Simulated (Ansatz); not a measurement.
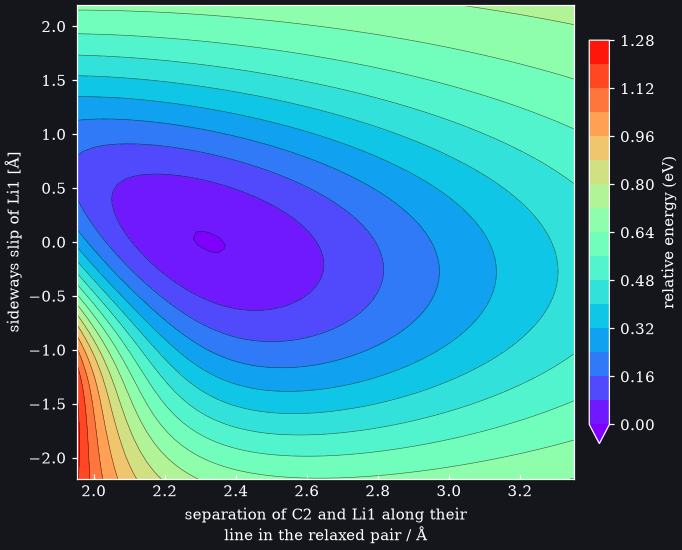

C₂H₂Li, charge +1. Coordinates scanned: (1) separation of C2 and Li1 along their line in the relaxed pair; (2) sideways slip of Li1. Nothing is relaxed (both partners rigid). The scan uses a 15 × 15 grid. Points are written as (first, second). All energies are given in eV relative to the lowest grid point. These are results of RHF/def2-TZVPD (Ansatz 0.2.0), not measurements.

The picture shows filled contours. Between grid points the surface is interpolated.

The lowest grid point is at (2.284 Å, 0.000 Å). No other kind of well shows on this grid. The highest grid point, (1.953 Å, −1.886 Å), lies 1.22 eV above the lowest. Round the minimum the valley is somewhat tilted: raising the first coordinate shifts the best value of sideways slip of Li1 downwards (coupling k₁₂/√(k₁₁k₂₂) about 0.5).

The level of theory is changed to RKS PBE0-D4/def2-TZVPD in Ansatz; with it change the reference geometry, relaxed at the new level; the new grid has 15 × 15 points.

> How does the landscape change?

The minimum (interpolated where it lies between grid points) moves from about (2.324 Å, 0.000 Å) to about (2.281 Å, −0.001 Å). The curvature at the minimum changes by less than a tenth (about 2.8) eV/Å² along the first coordinate and by less than a tenth (about 0.58) eV/Å² along sideways slip of Li1.

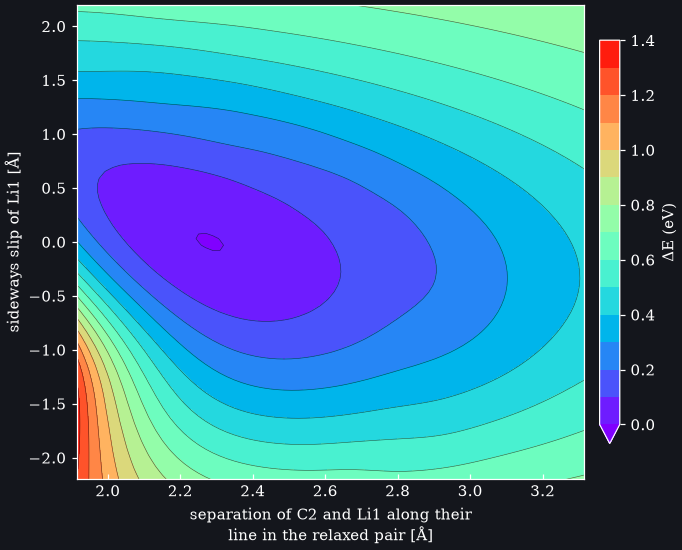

The map after the change, on a colour scale of its own. In the figure: filled contours. Between grid points the surface is interpolated.
